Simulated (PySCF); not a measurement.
# C$_{2}$H$_{3}$Al (charge +1, doublet): what the fields show

Input file:

```
import pyscf.grad
from pyscf import gto, dft

mol = gto.M(
    atom=[
    ('C', (-2.662534, 0.779486, -0.210422)),
    ('C', (-1.813615, 0.749218, -1.239125)),
    ('Al', (-3.566001, -0.847808, 0.400579)),
    ('H', (-2.901029, 1.694804, 0.342454)),
    ('H', (-1.320342, 1.671591, -1.563125)),
    ('H', (-1.556377, -0.145918, -1.808670)),
],
    max_memory=3720,
    spin=1,
    charge=1,
    basis='def2-tzvpd',
    verbose=3,
)

mf = dft.UKS(mol, xc='pbe0')
mf = mf.density_fit(auxbasis='def2-universal-jkfit')
mf.max_cycle = 100
mf.grids.level = 3
mf.conv_tol = 1e-09
mf.kernel()
if not mf.converged:
    mf = mf.newton().run(mf.mo_coeff, mf.mo_occ)
for _ in range(3):
    mo, _, stable, _ = mf.stability(return_status=True)
    if stable:
        break
    mf.kernel(mf.make_rdm1(mo, mf.mo_occ))

e_final = mf.e_tot
print('E = %.10f Eh' % e_final)
grad = mf.Gradients().kernel()
mf.analyze()
```

Command:

```sh
OMP_NUM_THREADS=2 python run.py
```

Geometry: PBE0-D3(BJ)/pcseg-1.

Computed with Gaussian-basis quantum chemistry of an isolated molecule with PySCF, energy and nuclear gradient, functional PBE0 (PySCF).

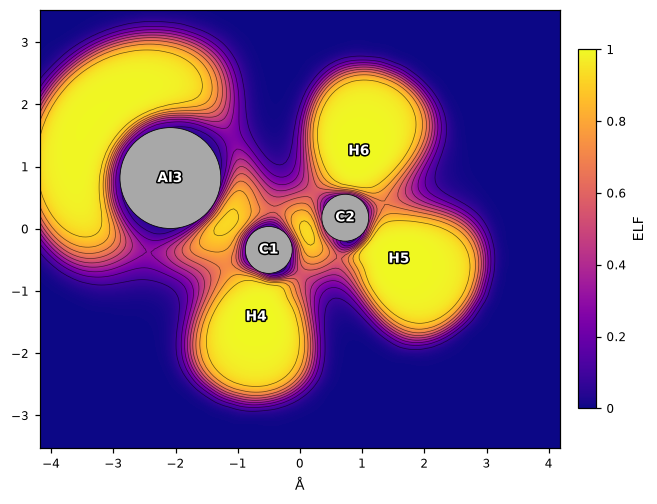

Figure 1. Electron localisation function on the molecular plane. Grey discs cover the atomic cores.

> Interpret the plot.

- The section cuts through C, Al and H sites.
- C–C (1.33 Å): the ELF peaks at about 0.95 between the atoms (a multiple bond).
- C–Al (1.96 Å): the ELF peaks at about 0.90 between the atoms; a shared but strongly polarised pair.
- C–H (1.09 Å): the ELF climbs to about 1 towards the hydrogen, as it does in any bond to H; a covalent bond by its length.

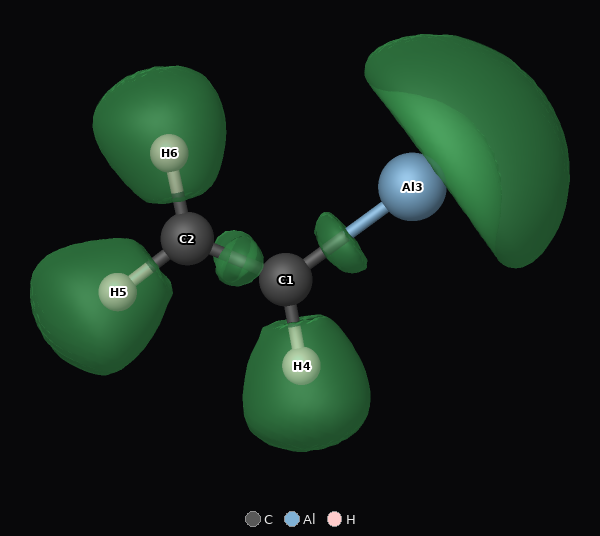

Figure 2. Isosurface of the electron localisation function at 0.85 (green), seen at a tilt. Only the valence region is drawn (cores and ρ < 0.01 e/Å³ removed).

> Identify the bonds, lone pairs and shells in this picture.

At this value the surface marks out one region between bonded Al–C atoms (shared pairs), one region between bonded C–C atoms (shared pairs), three regions around hydrogen nuclei and one lobe on Al, pointing away from the bonds (non-bonding electrons).

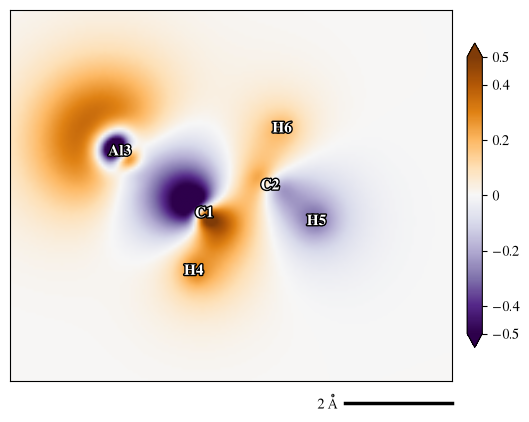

Figure 3. The HOMO (α) on the molecular plane (values in Å⁻³ᐟ²; the overall sign is arbitrary).

> What is the character of this orbital?

Its weight (Hirshfeld) is mainly on Al3 (about 65 %) and C1 (about 25 %); it is symmetric in the molecular plane (an in-plane orbital: σ, lone-pair or in-plane π type). Its energy is −12.84 eV.
